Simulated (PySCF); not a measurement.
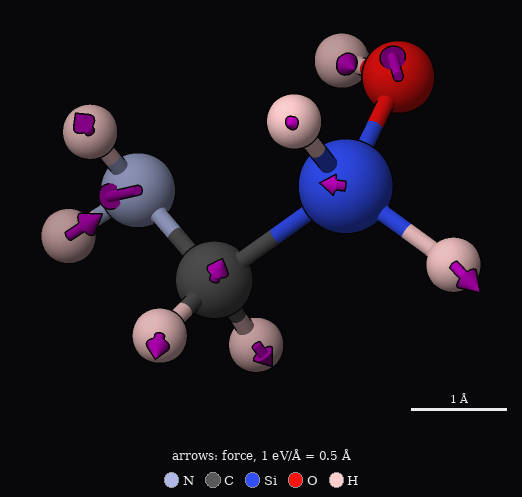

Starting geometry of CH7NOSi with the computed forces as purple arrows. Style: ball-and-stick. Shown at a tilt.

The start comes from GFN2-xTB. Its atoms were then displaced at random by about 0.01 Å.

These are results of PySCF, PBE0-D3(BJ)/def2-SVP geometry optimisation, gas phase, not measurements. 

> What follows when this structure is relaxed?

It isn't relaxed: the largest force vector, on the N atom, is 1.73 eV/Å. The final displacements have little in common with the starting forces (cosine between the two patterns 0.18). After 8 geometry steps the energy has fallen by 3.26 kcal/mol. The largest move after the best rigid fit is that of an H atom, 0.35 Å. Largest moves by element: H 0.35 Å, O 0.16 Å, N 0.10 Å, C 0.06 Å, Si 0.05 Å. Near-neighbour distances that change, for instance: H–Si 1.448 → 1.492 Å, C–N 1.438 → 1.465 Å, H–N 1.043 → 1.018 Å, O–Si 1.642 → 1.663 Å. Bond angles that change, for instance: Si–O–H 113.8° → 105.0°, C–Si–O 109.3° → 102.4°, O–Si–H 106.8° → 111.3°. Cost: 12 s on 1 thread of AMD EPYC 9R45 96-Core Processor, with other jobs on the host.
